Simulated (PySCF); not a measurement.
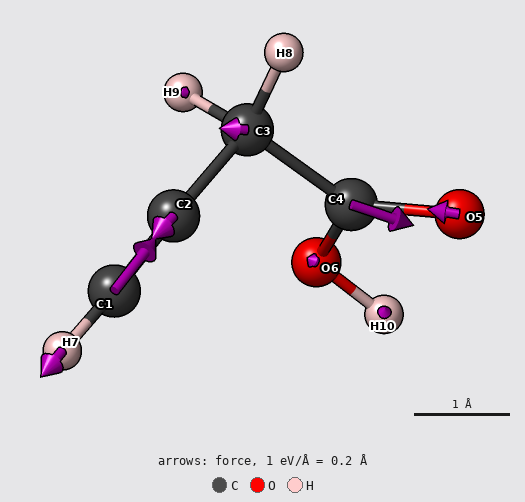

Starting geometry of C$_{4}$H$_{4}$O$_{2}$ with the computed forces as purple arrows. A ball-and-stick model, seen from a free direction.

The start comes from GFN2-xTB. Its atoms were then displaced at random by about 0.01 Å.

The calculation used PBE0-D3(BJ)/def2-SVP geometry optimisation, gas phase (PySCF 2.14.0, density-fitted response routines). 

Question: What follows when this structure is relaxed?

Answer: It isn't relaxed: the largest force vector, on C1, is 4.39 eV/Å. The final displacements have little in common with the starting forces (cosine between the two patterns 0.10). After 23 geometry steps the energy has fallen by 23.1 kJ/mol. The largest move after the best rigid fit is that of O5, 1.18 Å. Largest moves by element: O 1.18 Å, H 0.39 Å, C 0.22 Å. Some distances before and after: C1–H7 1.026 → 1.074 Å, C3–C4 1.470 → 1.517 Å, C4–O6 1.355 → 1.332 Å, C1–C2 1.230 → 1.210 Å. Bond angles that change, for instance: C2–C3–C4 107.1° → 116.8°, C4–O6–H10 112.3° → 106.5°, H8–C3–H9 111.1° → 105.9°. Groups turn about C3–C4 by about 60°.
